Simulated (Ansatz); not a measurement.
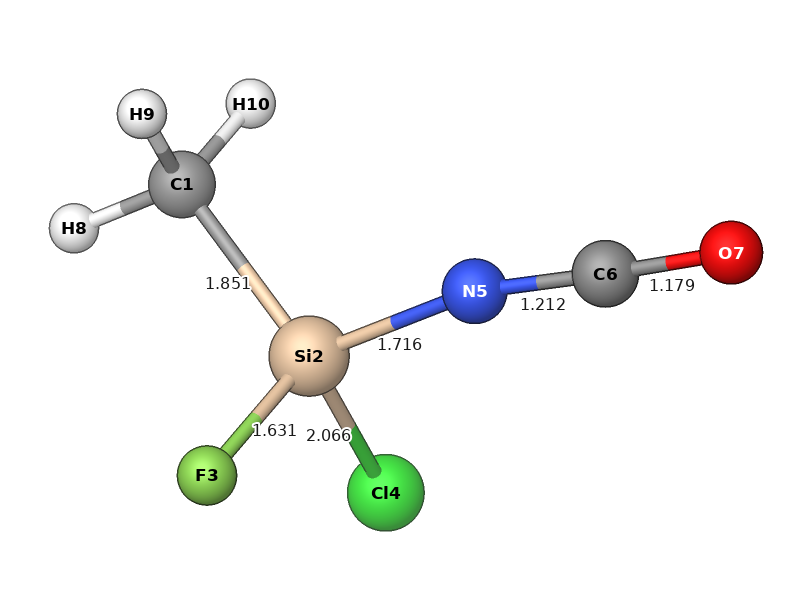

Bond lengths are marked in Å; every bond is drawn as one stick. The computed structure is the end point of a PBE-D4/def2-SVP optimisation. No frequency run is at hand to confirm it as a minimum.

Which of the marked bonds are single, double, triple or aromatic?

C1–Si2 single; Si2–F3 single; Si2–Cl4 single; Si2–N5 single; N5–C6 double; C6–O7 double.

Write the SMILES.

C[Si@@](F)(Cl)N=C=O
